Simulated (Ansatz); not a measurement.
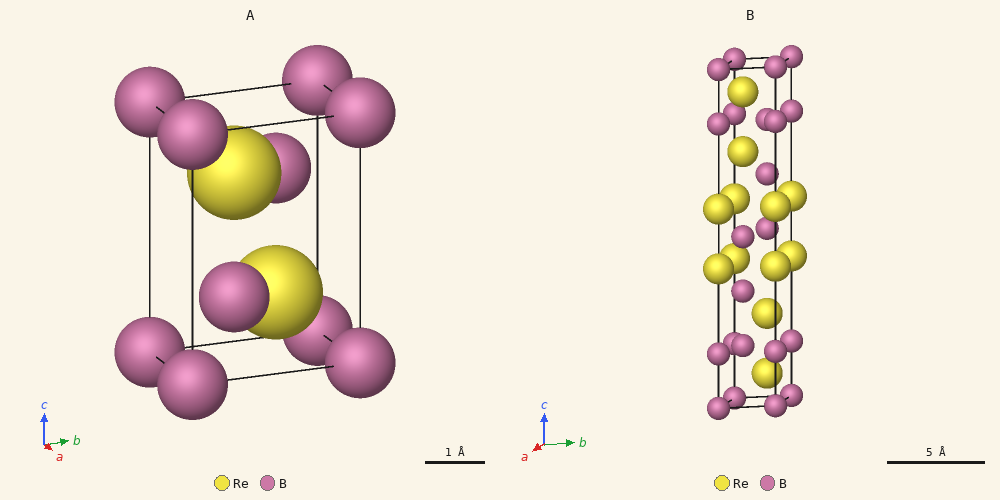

Two structures of Re$_{2}$B$_{3}$, each relaxed to rest (conventional cells in solid outline, small ones repeated, not to one scale). Method: Ansatz 0.2.0, DFT PBE, scalar-relativistic, plane waves, PAW, without spin polarisation.

Describe A and B.

Answer. A: 5 atoms a cell on a primitive hexagonal lattice, P-3m1. B: 15 atoms a cell on a rhombohedral (trigonal R) lattice, R-3m.

A or B: which is lower in energy?

Answer. B is lower, by 374 meV/atom at this level of theory (energies at zero smearing). Volumes: A 10.7, B 9.5 Å³/atom.

One or both may be structure types tried for this composition rather than known phases.
